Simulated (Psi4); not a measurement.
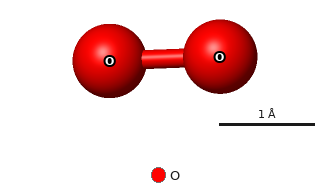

**Figure 1.** The structure (ball-and-stick view, seen at a tilt). Bond lengths as drawn: O–O 1.21 Å.

## Run report: O2, excited-state calculation

- system: O2, multiplicity 3
- method: TDA (B3LYP)/3ZaPa-NR, UKS (Psi4 1.11)

The run did not end well. The geometry comes from this level: GFN2-xTB.

Input (job.inp):
```
memory 1600 MB

molecule geom {
  0 3
  O      0.516930    -0.167240     0.266250
  O     -0.516930     0.167240    -0.266250
  units angstrom
  symmetry c1
  no_reorient
  no_com
}

set globals {
  basis                   3ZaPa-NR
  reference               uks
  scf_type                pk
  tdscf_states            6
  tdscf_tda               true
  diis                    false
  scf_initial_accelerator none
  guess                   core
  maxiter                 50
}

e_tot = energy("td-b3lyp")
print_variables()
```

Launched with:
```bash
psi4 -i job.inp -o job.out -n 1
```

Output:
```
Psi4 1.11 release

   => Loading Basis Set <=

    Name: 3ZAPA-NR
    Role: ORBITAL
    Keyword: BASIS

         ---------------------------------------------------------
                                   SCF
                              UKS Reference
                        1 Threads,   1525 MiB Core
         ---------------------------------------------------------

  ==> Geometry <==

    Molecular point group: c1
    Full point group: D_inf_h

    Geometry (in Angstrom), charge = 0, multiplicity = 3:

       Center              X                  Y                   Z               Mass
    ------------   -----------------  -----------------  -----------------  -----------------
         O            0.516930000000    -0.167240000000     0.266250000000    15.994914619570
         O           -0.516930000000     0.167240000000    -0.266250000000    15.994914619570

  Running in c1 symmetry.

  Rotational constants: A = ************  B =      1.43951  C =      1.43951 [cm^-1]
  Rotational constants: A = ************  B =  43155.41717  C =  43155.41717 [MHz]
  Nuclear repulsion =   27.987630519836699

  Charge       = 0
  Multiplicity = 3
  Electrons    = 16
  Nalpha       = 9
  Nbeta        = 7

  ==> Algorithm <==

  SCF Algorithm Type is PK.
  DIIS disabled.
  MOM disabled.
  Fractional occupation disabled.
  Guess Type is CORE.
  Energy threshold   = 1.00e-06
  Density threshold  = 1.00e-06
  Integral threshold = 1.00e-12

  ==> Primary Basis <==

  Basis Set: 3ZAPA-NR
    Blend: 3ZAPA-NR
    Number of shells: 26
    Number of basis functions: 78
    Number of Cartesian functions: 90
    Spherical Harmonics?: true
    Max angular momentum: 3

  ==> DFT Potential <==

   => LibXC <=

    Version 7.1.2

   => Composite Functional: B3LYP <=

    B3LYP Hyb-GGA Exchange-Correlation Functional

    Deriv               =              1
    GGA                 =           TRUE
    Meta                =          FALSE

    Exchange Hybrid     =           TRUE
    MP2 Hybrid          =          FALSE

   => Exchange Functionals <=

    0.0800   Slater exchange
    0.7200         Becke 88

   => Exact (HF) Exchange <=

    0.2000               HF

   => Correlation Functionals <=

    0.1900   Vosko, Wilk & Nusair (VWN5_RPA)
    0.8100   Lee, Yang & Parr

   => LibXC Density Thresholds  <==

    XC_HYB_GGA_XC_B3LYP:  1.00E-15

   => Molecular Quadrature <=

    Radial Scheme          =       TREUTLER
    Pruning Scheme         =           NONE
    Nuclear Scheme         =       TREUTLER

    Blocking Scheme        =         OCTREE
    BS radius alpha        =              1
    Pruning alpha          =              1
    Radial Points          =             75
    Spherical Points       =            302
    Total Points           =          44640
    Total Blocks           =            402
    Max Points             =            254
    Max Functions          =             78
    Weights Tolerance      =       1.00E-15

  ==> Integral Setup <==

  Using in-core PK algorithm.
   Calculation information:
      Number of atoms:                   2
      Number of AO shells:              26
      Number of primitives:             66
      Number of atomic orbitals:        90
      Number of basis functions:        78

      Integral cutoff                 1.00e-12
      Number of threads:                 1

  Performing in-core PK
  Using 9495642 doubles for integral storage.
  We computed 61776 shell quartets total.
  Whereas there are 61776 unique shell quartets.

  ==> DiskJK: Disk-Based J/K Matrices <==

    J tasked:                  Yes
    K tasked:                  Yes
    wK tasked:                  No
    Memory [MiB]:             1046
    Schwarz Cutoff:          1E-12

  Cached 100.0% of DFT collocation blocks in 0.095 [GiB].

  Minimum eigenvalue in the overlap matrix is 3.5997923759E-04.
  Reciprocal condition number of the overlap matrix is 6.5551351747E-05.
    Using symmetric orthogonalization.

  ==> Pre-Iterations <==

  SCF Guess: Core (One-Electron) Hamiltonian.

   -------------------------------------------------------
    Irrep   Nso     Nmo     Nalpha   Nbeta   Ndocc  Nsocc
   -------------------------------------------------------
     A         78      78       9       7       7       2
   -------------------------------------------------------
    Total      78      78       9       7       7       2
   -------------------------------------------------------

  ==> Iterations <==

                        Total Energy        Delta E     RMS |[F,P]|

   @UKS iter   1:  -132.69805264714762   -1.32698e+02   1.08005e-01
   @UKS iter   2:  -129.44400266835976    3.25405e+00   5.52726e-02
   @UKS iter   3:  -143.50547810226672   -1.40615e+01   6.21168e-02
   @UKS iter   4:  -134.76411807113598    8.74136e+00   5.18433e-02
   @UKS iter   5:  -144.69030068036022   -9.92618e+00   5.59433e-02
   @UKS iter   6:  -136.16119127163066    8.52911e+00   5.17370e-02
   @UKS iter   7:  -145.03290876808086   -8.87172e+00   5.41030e-02
   @UKS iter   8:  -136.66240767099248    8.37050e+00   5.17338e-02
   @UKS iter   9:  -145.16465553668340   -8.50225e+00   5.33907e-02
   @UKS iter  10:  -136.87273839414769    8.29192e+00   5.17341e-02
   @UKS iter  11:  -145.22154226301319   -8.34880e+00   5.30822e-02
   @UKS iter  12:  -136.96728536287321    8.25426e+00   5.17336e-02
   @UKS iter  13:  -145.24739320212808   -8.28011e+00   5.29418e-02
   @UKS iter  14:  -137.01113813447822    8.23626e+00   5.17332e-02
   @UKS iter  15:  -145.92313588400501   -8.91200e+00   5.07500e-02
   @UKS iter  16:  -138.27335356705430    7.64978e+00   5.09293e-02
   @UKS iter  17:  -146.26780655151350   -7.99445e+00   4.88195e-02
   @UKS iter  18:  -139.33342915827677    6.93438e+00   5.11777e-02
   @UKS iter  19:  -146.10568783288272   -6.77226e+00   5.05275e-02
   @UKS iter  20:  -140.40936981617810    5.69632e+00   4.48604e-02
   @UKS iter  21:  -140.90410141215321   -4.94732e-01   7.01921e-02
   @UKS iter  22:  -135.43286024838844    5.47124e+00   4.83349e-02
   @UKS iter  23:  -130.04603301413405    5.38683e+00   9.01066e-02
   @UKS iter  24:  -128.63276515755018    1.41327e+00   7.76476e-02
   @UKS iter  25:  -126.52505073330181    2.10771e+00   8.59367e-02
   @UKS iter  26:  -126.57953263331498   -5.44819e-02   8.56628e-02
   @UKS iter  27:  -126.54491121979811    3.46214e-02   8.57860e-02
   @UKS iter  28:  -126.54872057037798   -3.80935e-03   8.57680e-02
   @UKS iter  29:  -126.54761386121029    1.10671e-03   8.57721e-02
   @UKS iter  30:  -126.54780154741655   -1.87686e-04   8.57713e-02
   @UKS iter  31:  -126.54775908975498    4.24577e-05   8.57714e-02
   @UKS iter  32:  -126.54776728622714   -8.19647e-06   8.57714e-02
   @UKS iter  33:  -126.54776555961652    1.72661e-06   8.57714e-02
   @UKS iter  34:  -126.54776590594058   -3.46324e-07   8.57714e-02
   @UKS iter  35:  -126.54776583458387    7.13567e-08   8.57714e-02
   @UKS iter  36:  -126.54776584906386   -1.44800e-08   8.57714e-02
   @UKS iter  37:  -126.54776584609930    2.96457e-09   8.57714e-02
   @UKS iter  38:  -126.54776584670454   -6.05240e-10   8.57714e-02
   @UKS iter  39:  -126.54776584658167    1.22867e-10   8.57714e-02
   @UKS iter  40:  -126.54776584660642   -2.47553e-11   8.57714e-02
   @UKS iter  41:  -126.54776584660006    6.36646e-12   8.57714e-02
   @UKS iter  42:  -126.54776584660118   -1.12266e-12   8.57714e-02
   @UKS iter  43:  -126.54776584660110    8.52651e-14   8.57714e-02
   @UKS iter  44:  -126.54776584660118   -8.52651e-14   8.57714e-02
   @UKS iter  45:  -126.54776584660242   -1.23634e-12   8.57714e-02
   @UKS iter  46:  -126.54776584660088    1.53477e-12   8.57714e-02
   @UKS iter  47:  -126.54776584660246   -1.57740e-12   8.57714e-02
   @UKS iter  48:  -126.54776584660219    2.70006e-13   8.57714e-02
   @UKS iter  49:  -126.54776584660164    5.54223e-13   8.57714e-02
   @UKS iter  50:  -126.54776584660254   -9.09495e-13   8.57714e-02

PsiException: Could not converge SCF iterations in 50 iterations.

  Failed to converge.

psi4.driver.p4util.exceptions.SCFConvergenceError: Could not converge SCF iterations in 50 iterations.

Printing out the relevant lines from the Psithon --> Python processed input file:
    core.set_global_option("TDSCF_TDA", "true")
    core.set_global_option("DIIS", "false")
    core.set_global_option("SCF_INITIAL_ACCELERATOR", "none")
    core.set_global_option("GUESS", "core")
    core.set_global_option("MAXITER", 50)
--> e_tot = energy("td-b3lyp")
    print_variables()

!------------------------------------------------------!
!                                                      !
!  Could not converge SCF iterations in 50 iterations. !
!                                                      !
!------------------------------------------------------!

    Psi4 run time: 0:00:15.94
```

Outcome:

- outcome: not converged
- hardware: 1 thread of Intel Xeon @ 2.50GHz (Skylake/Cascade Lake), 192 GiB of memory available, shared host
- wall time: 18 s
- peak memory: 0.35 GiB

Diagnosis:

Some settings of this run were drawn to be unusual or wrong (diis set to false; scf_initial_accelerator set to none; guess set to core; maxiter set to 50). The run did not converge: “Could not converge SCF iterations in 50 iterations.” Its last values are not results.
